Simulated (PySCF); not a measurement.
## A study: C2H6, SMILES `CC`

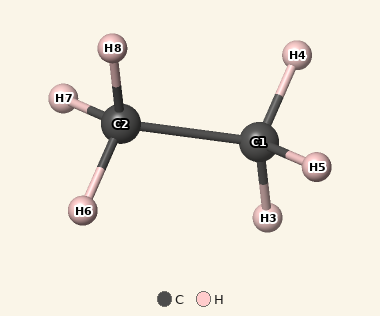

The molecule, with its atoms numbered as below. No frequency check shows the geometry to be a minimum.

Geometry (Å), atoms numbered from 1:

```
C1      -0.7607    0.0000    0.0000
C2       0.7607    0.0000    0.0000
H3      -1.1438    0.3852   -0.9424
H4      -1.1435   -1.0090    0.1375
H5      -1.1438    0.6235    0.8048
H6       1.1437    1.0083   -0.1405
H7       1.1437   -0.6258   -0.8030
H8       1.1437   -0.3825    0.9435
```

Part 1: Excited states

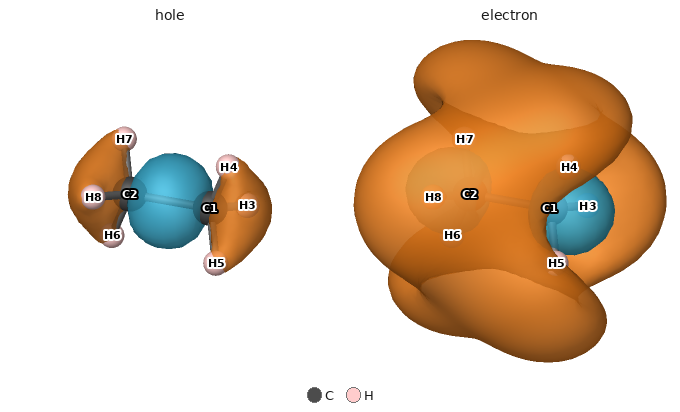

Leading natural transition orbital pair of S₃ (TDA singlet states); the surfaces enclose about 70 % of each orbital's density.

Level of theory: PBE0/def2-TZVP (PySCF), at a geometry from GFN2-xTB. Without diffuse functions Rydberg states are missing, so the states' numbers hold for this basis only.

> Give its energy and the atoms that hole and electron lie on.

10.35 eV (120 nm), f = 0.000 (dark), partly diffuse acceptor orbital, which a basis without diffuse functions describes poorly; the leading pair carries 98 %; hole on C1 and C2 (36 % each), electron on C1 and C2 (15 % each) and H3, H4, H5, H6, H7 and H8 (12 % each) (atom shares of so diffuse an orbital are rough); their centroids lie 0.0 Å apart. In canonical orbitals it is mainly HOMO−2 → LUMO (98 %). The HOMO–LUMO gap is 11.04 eV.

Part 2: In an electric field

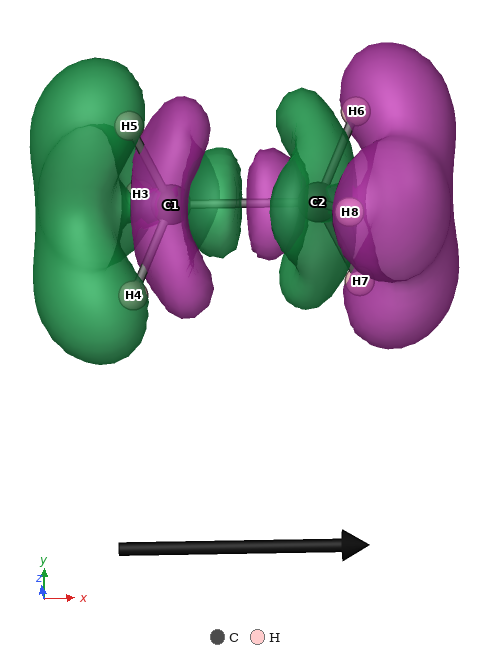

Change of the electron density in a uniform field of 0.10 V/Å along +x (arrow), surfaces at ±0.0006 e/Å³ (green: gain, purple: loss).

Level of theory: PBE0/def2-SVPD (PySCF), at a geometry from GFN2-xTB.

The field was applied in both directions; the picture shows the one opposite to the script's first.

> What dipole is induced, and what polarisability does it imply?

The induced dipole is 0.15 D (along the field); α along this axis, from the fields in both directions, is 30 bohr³ (4.5 Å³).

Part 3: Localised orbitals

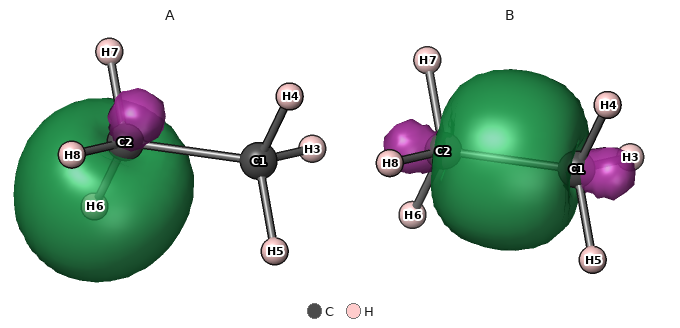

Foster–Boys orbitals, occupied; each surface holds about 80 % of the orbital's density. Energies are diagonal elements of the Fock matrix.

Level of theory: HF/def2-SVP (PySCF), at a geometry from GFN2-xTB.

> Name the orbitals, with their atomic make-up and energies.

By panel:
- A: σ bond C2–H6 (C2 54 %, H6 46 %; −17.5 eV)
- B: σ bond C2–C1 (C2 50 %, C1 50 %; −18.5 eV)

> How do all the valence pairs divide up?

7 pairs: 7 σ bonds.
